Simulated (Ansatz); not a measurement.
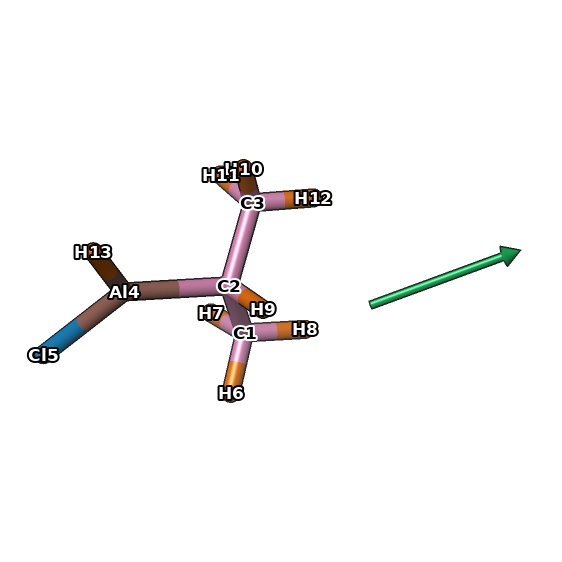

The arrow beside the molecule shows the direction of the dipole moment, from the negative to the positive end (its length means nothing). Computed geometry: PBE-D4/def2-SVP optimisation. No frequency run is at hand to confirm it as a minimum. Method: RKS PBE-D4/def2-SVP (Ansatz 0.2.0).

**Estimate the dipole moment.**

1.80 D; it points from the side of Cl5 to the side of H12 (the outermost atoms at the two ends).
